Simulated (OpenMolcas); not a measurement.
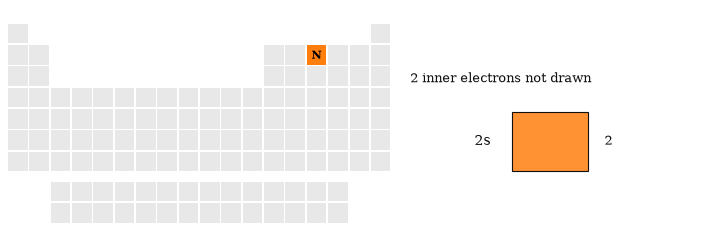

*Left, the place of nitrogen in the periodic table; right, the outer shells of the leading configuration of the lowest level: a box for each of the 2l + 1 orbitals, shaded by the share of the shell that is filled, with the electron count at the right.*

**Multiconfigurational calculation for N³⁺**

- system: N³⁺.
- method: state-averaged MS-CASPT2, IPEA shift 0.25, imaginary shift 0.3 hartree, closed shells 1s correlated, active space 2 electrons in the shells 2s 2p 3s 3p, basis ANO-RCC, DKH2 scalar Hamiltonian, spin-orbit coupling by RASSI with atomic mean-field integrals (OpenMolcas)

### Input
```
&GATEWAY
Coord
1

N 0.0 0.0 0.0
Basis=ANO-RCC
Group=XYZ
NoMove
AngMom=0.0 0.0 0.0
AMFI
&SEWARD
&RASSCF
FileOrb=start.orb
Symmetry=1
Spin=3
nActEl=2 0 0
Inactive=1 0
Ras2=1 3
CIRoot=3 3 1
SDav=3
CIMx=300
Iter=120 100
PrWF=0.3
OrbListing=Nothing
MaxOrb=0
Atom
>>> COPY $Project.JobIph JOBPRE
&RASSCF
FileOrb=start.orb
Symmetry=1
Spin=3
nActEl=2 0 0
Inactive=1 0
Ras2=2 6
CIRoot=3 3 1
SDav=16
CIMx=300
Iter=120 100
PrWF=0.3
OrbListing=Nothing
MaxOrb=0
Atom
>>> COPY $Project.JobIph JOB001
&RASSCF
FileOrb=start.orb
Symmetry=1
Spin=1
nActEl=2 0 0
Inactive=1 0
Ras2=2 6
CIRoot=7 7 1
SDav=24
CIMx=300
Iter=120 100
PrWF=0.3
OrbListing=Nothing
MaxOrb=0
Atom
>>> COPY $Project.JobIph JOB002
&RASSCF
FileOrb=start.orb
Symmetry=2
Spin=3
nActEl=2 0 0
Inactive=1 0
Ras2=2 6
CIRoot=3 3 1
SDav=12
CIMx=300
Iter=120 100
PrWF=0.3
OrbListing=Nothing
MaxOrb=0
Atom
>>> COPY $Project.JobIph JOB003
&RASSCF
FileOrb=start.orb
Symmetry=2
Spin=1
nActEl=2 0 0
Inactive=1 0
Ras2=2 6
CIRoot=3 3 1
SDav=12
CIMx=300
Iter=120 100
PrWF=0.3
OrbListing=Nothing
MaxOrb=0
Atom
>>> COPY $Project.JobIph JOB004
&RASSI
NrOfJobIphs=4 3 7 3 3
1 2 3
1 2 3 4 5 6 7
1 2 3
1 2 3
IphNames
JOB001
JOB002
JOB003
JOB004
EJob
SpinOrbit
DIPRint=1.0
SOCoupling=1000.0
Subsets=2
MEES
Property=10
'ANGMOM' 1 'ANGMOM' 2 'ANGMOM' 3 'MLTPL  1' 1 'MLTPL  1' 2 'MLTPL  1' 3
'AMFI' 1 'AMFI' 2 'AMFI' 3 'MLTPL  2' 6
SOProperty=3
'ANGMOM' 1 'ANGMOM' 2 'ANGMOM' 3
>>> COPY JOB001 $Project.JobIph
&CASPT2
Multistate=3 1 2 3
Frozen=0 0
IPEA=0.25
Imaginary=0.3
MaxIter=60
WThr=0.0 0.3 0.05
PrWF=0.5
NoMix
>>> COPY JOB002 $Project.JobIph
&CASPT2
Multistate=7 1 2 3 4 5 6 7
Frozen=0 0
IPEA=0.25
Imaginary=0.3
MaxIter=60
WThr=0.0 0.3 0.05
PrWF=0.5
NoMix
>>> COPY JOB003 $Project.JobIph
&CASPT2
Multistate=3 1 2 3
Frozen=0 0
IPEA=0.25
Imaginary=0.3
MaxIter=60
WThr=0.0 0.3 0.05
PrWF=0.5
NoMix
>>> COPY JOB004 $Project.JobIph
&CASPT2
Multistate=3 1 2 3
Frozen=0 0
IPEA=0.25
Imaginary=0.3
MaxIter=60
WThr=0.0 0.3 0.05
PrWF=0.5
NoMix
```

The file start.orb holds starting orbitals from an earlier step. A driver script formed the levels outside the program, from RASSI's spin-orbit matrix and the CASPT2 energies (for multi-state variants, the effective Hamiltonian), averaged over the components of each term or state. The log and the time are those of the CASPT2 step.

Command:
```bash
OMP_NUM_THREADS=1 MOLCAS_MEM=2252 MOLCAS_PROJECT=a pymolcas a.inp > a.log  # once for each step of the input, in one work folder
```

### The program's output (extracts)
```
--- CASPT2 ---
Orbital specifications:
      -----------------------

      Symmetry species                           1   2
                                                ag  au
      Frozen orbitals                            0   0
      Inactive orbitals                          1   0
      Active orbitals                            2   6
      Secondary orbitals                        43  36
      Deleted orbitals                           0   0
      Number of basis functions                 46  42
Type of calculation                        MS-CASPT2
      Fock operator                              state-specific
      IPEA shift                                 0.25
      Real shift                                 0.00
      Imaginary shift                            0.30
      The input orbitals will be transformed to quasi-canonical
Reference energy:         -50.3858592782
      E2 (Non-variational):      -0.0448102459
      Shift correction:          -0.0000192656
      E2 (Variational):          -0.0448295115
      Total energy:             -50.4306887897
      Residual norm:              0.0000007031
      Reference weight:           0.99821
      Contributions to the CASPT2 correlation energy
      Active & Virtual Only:         -0.0061535124
      One Inactive Excited:          -0.0108697846
      Two Inactive Excited:          -0.0277869489
Reference energy:         -50.3858592782
      E2 (Non-variational):      -0.0448099484
      Shift correction:          -0.0000192654
      E2 (Variational):          -0.0448292138
      Total energy:             -50.4306884920
      Residual norm:              0.0000007033
      Reference weight:           0.99821
      Contributions to the CASPT2 correlation energy
      Active & Virtual Only:         -0.0061535129
      One Inactive Excited:          -0.0108694867
      Two Inactive Excited:          -0.0277869489
::    CASPT2 Root  1     Total energy:    -50.43068879
::    CASPT2 Root  2     Total energy:    -50.43068849
::    CASPT2 Root  3     Total energy:    -50.43068900
::    MS-CASPT2 Root  1     Total energy:    -50.43068900
::    MS-CASPT2 Root  2     Total energy:    -50.43068879
::    MS-CASPT2 Root  3     Total energy:    -50.43068849
--- CASPT2 ---
Orbital specifications:
      -----------------------

      Symmetry species                           1   2
                                                ag  au
      Frozen orbitals                            0   0
      Inactive orbitals                          1   0
      Active orbitals                            2   6
      Secondary orbitals                        43  36
      Deleted orbitals                           0   0
      Number of basis functions                 46  42
Type of calculation                        MS-CASPT2
      Fock operator                              state-specific
      IPEA shift                                 0.25
      Real shift                                 0.00
      Imaginary shift                            0.30
      The input orbitals will be transformed to quasi-canonical
Reference energy:         -51.1942851168
      E2 (Non-variational):      -0.0378437885
      Shift correction:          -0.0000090475
      E2 (Variational):          -0.0378528360
      Total energy:             -51.2321379528
      Residual norm:              0.0000008017
      Reference weight:           0.99885
      Contributions to the CASPT2 correlation energy
      Active & Virtual Only:         -0.0043962956
      One Inactive Excited:          -0.0074350738
      Two Inactive Excited:          -0.0260124191
Reference energy:         -50.2896767875
      E2 (Non-variational):      -0.0767518405
      Shift correction:          -0.0006048773
      E2 (Variational):          -0.0773567178
      Total energy:             -50.3670335053
      Residual norm:              0.0000008470
      Reference weight:           0.98591
      Contributions to the CASPT2 correlation energy
      Active & Virtual Only:         -0.0389924737
      One Inactive Excited:          -0.0099667017
      Two Inactive Excited:          -0.0277926651
::    CASPT2 Root  1     Total energy:    -51.23213795
::    CASPT2 Root  2     Total energy:    -50.36703351
::    CASPT2 Root  3     Total energy:    -50.36717859
::    CASPT2 Root  4     Total energy:    -50.36714734
::    CASPT2 Root  5     Total energy:    -50.36714435
::    CASPT2 Root  6     Total energy:    -50.36703762
::    CASPT2 Root  7     Total energy:    -50.15712809
::    MS-CASPT2 Root  1     Total energy:    -51.23224514
::    MS-CASPT2 Root  2     Total energy:    -50.36717859
::    MS-CASPT2 Root  3     Total energy:    -50.36714734
::    MS-CASPT2 Root  4     Total energy:    -50.36714435
::    MS-CASPT2 Root  5     Total energy:    -50.36703763
::    MS-CASPT2 Root  6     Total energy:    -50.36703350
::    MS-CASPT2 Root  7     Total energy:    -50.15702090
--- CASPT2 ---
Orbital specifications:
      -----------------------

      Symmetry species                           1   2
                                                ag  au
      Frozen orbitals                            0   0
      Inactive orbitals                          1   0
      Active orbitals                            2   6
      Secondary orbitals                        43  36
      Deleted orbitals                           0   0
      Number of basis functions                 46  42
Type of calculation                        MS-CASPT2
      Fock operator                              state-specific
      IPEA shift                                 0.25
      Real shift                                 0.00
      Imaginary shift                            0.30
      The input orbitals will be transformed to quasi-canonical
Reference energy:         -50.8846431200
      E2 (Non-variational):      -0.0403439101
      Shift correction:          -0.0000475136
      E2 (Variational):          -0.0403914236
      Total energy:             -50.9250345437
      Residual norm:              0.0000004378
      Reference weight:           0.99784
      Contributions to the CASPT2 correlation energy
      Active & Virtual Only:         -0.0056340050
      One Inactive Excited:          -0.0079480291
      Two Inactive Excited:          -0.0267618760
Reference energy:         -50.8846431200
      E2 (Non-variational):      -0.0403439098
      Shift correction:          -0.0000475136
      E2 (Variational):          -0.0403914234
      Total energy:             -50.9250345434
      Residual norm:              0.0000004378
      Reference weight:           0.99784
      Contributions to the CASPT2 correlation energy
      Active & Virtual Only:         -0.0056340047
      One Inactive Excited:          -0.0079480291
      Two Inactive Excited:          -0.0267618760
::    CASPT2 Root  1     Total energy:    -50.92503454
::    CASPT2 Root  2     Total energy:    -50.92503454
::    CASPT2 Root  3     Total energy:    -50.92503454
::    MS-CASPT2 Root  1     Total energy:    -50.92503454
::    MS-CASPT2 Root  2     Total energy:    -50.92503454
::    MS-CASPT2 Root  3     Total energy:    -50.92503454
--- CASPT2 ---
Orbital specifications:
      -----------------------

      Symmetry species                           1   2
                                                ag  au
      Frozen orbitals                            0   0
      Inactive orbitals                          1   0
      Active orbitals                            2   6
      Secondary orbitals                        43  36
      Deleted orbitals                           0   0
      Number of basis functions                 46  42
Type of calculation                        MS-CASPT2
      Fock operator                              state-specific
      IPEA shift                                 0.25
      Real shift                                 0.00
      Imaginary shift                            0.30
      The input orbitals will be transformed to quasi-canonical
Reference energy:         -50.5511460998
      E2 (Non-variational):      -0.0800332435
      Shift correction:          -0.0003239088
      E2 (Variational):          -0.0803571522
      Total energy:             -50.6315032520
      Residual norm:              0.0000008549
      Reference weight:           0.98838
      Contributions to the CASPT2 correlation energy
      Active & Virtual Only:         -0.0422523589
      One Inactive Excited:          -0.0109620277
      Two Inactive Excited:          -0.0268188569
Reference energy:         -50.5511460998
      E2 (Non-variational):      -0.0800332408
      Shift correction:          -0.0003239087
      E2 (Variational):          -0.0803571495
      Total energy:             -50.6315032492
      Residual norm:              0.0000008549
      Reference weight:           0.98838
      Contributions to the CASPT2 correlation energy
      Active & Virtual Only:         -0.0422523560
      One Inactive Excited:          -0.0109620279
      Two Inactive Excited:          -0.0268188569
::    CASPT2 Root  1     Total energy:    -50.63150325
::    CASPT2 Root  2     Total energy:    -50.63150325
::    CASPT2 Root  3     Total energy:    -50.63150325
::    MS-CASPT2 Root  1     Total energy:    -50.63150325
::    MS-CASPT2 Root  2     Total energy:    -50.63150325
::    MS-CASPT2 Root  3     Total energy:    -50.63150325
```

### Spin-orbit levels, grouped by J and assigned

```tsv
Configuration	Level	E (eV)	LS purity (%)	Landé g
2s²	¹S₀	0	100	–
2s 2p	³P°₀	8.342	100	–
2s 2p	³P°₁	8.351	100	1.501
2s 2p	³P°₂	8.368	100	1.501
2s 2p	¹P°₁	16.35	100	1.000
2p²	³P₀	21.79	100	–
2p²	³P₁	21.80	100	1.501
2p²	³P₂	21.82	100	1.501
2p²	¹D₂	23.54	100	1.000
2p²	¹S₀	29.26	100	–
```

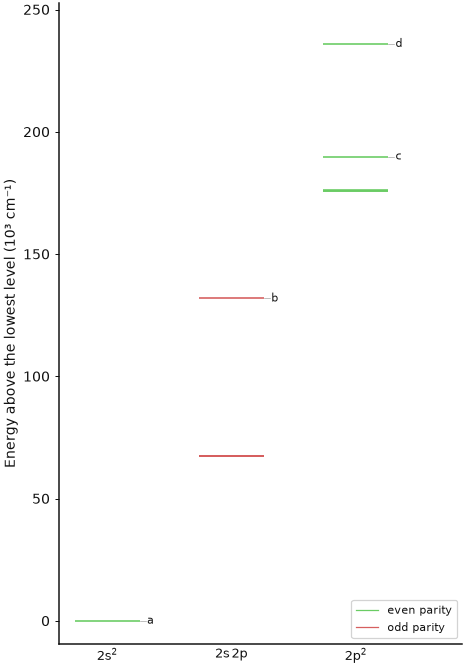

*The lowest computed levels of N IV (N³⁺), 4 of them lettered.*

a: 2s² ¹S₀ at 0; b: 2s 2p ¹P°₁ at 132,000 cm⁻¹; c: 2p² ¹D₂ at 190,000 cm⁻¹; d: 2p² ¹S₀ at 236,000 cm⁻¹.

### Summary

- outcome: converged
- lowest level: 2s² ¹S₀
- first excited level: 2s 2p ³P°₀, 67,286 cm⁻¹ (measured: 67,209)
- energy of the lowest spin-free term: −51.23225 hartree
- energy of the lowest spin-orbit level: −51.23225 hartree
- CASPT2 correlation energy: −0.0380 hartree
- largest spread among components of a term: 31.8 cm⁻¹
- lowest reference weight: 0.986
- hardware: 1 thread of Arm Neoverse V2, 24 GiB of memory available, shared host
- wall time: 5.7 s

### Remarks

Limits: extra active shells serve correlation only, their own levels not computed; only configurations of the active space are included.
